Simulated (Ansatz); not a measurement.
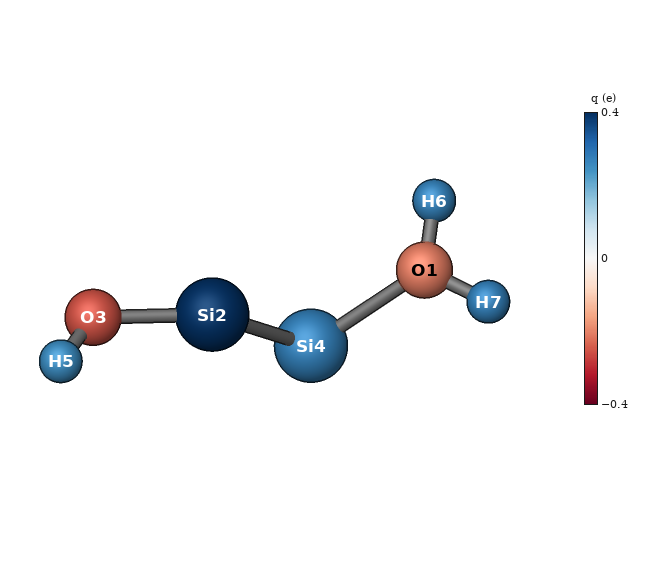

Atoms are coloured by their Mulliken charges. The species has charge +1 and is a spin singlet. The geometry was computed by an optimisation with PBE-D4/def2-SVP. No frequency run is at hand to confirm it as a minimum. Level of theory: RKS PBE-D4/def2-SVP (Ansatz 0.2.0).

> Which atom carries the highest charge (most positive or least negative)?

Si2 (0.40 e).

> And the lowest?

O3 (−0.25 e).

List the Mulliken charges.

| atom | value (e) |
| --- | --- |
| O1 | −0.20 |
| Si2 | 0.40 |
| O3 | −0.25 |
| Si4 | 0.27 |
| H5 | 0.25 |
| H6 | 0.27 |
| H7 | 0.27 |

Mulliken values depend strongly on the basis set and can even reverse the polarity of a bond.
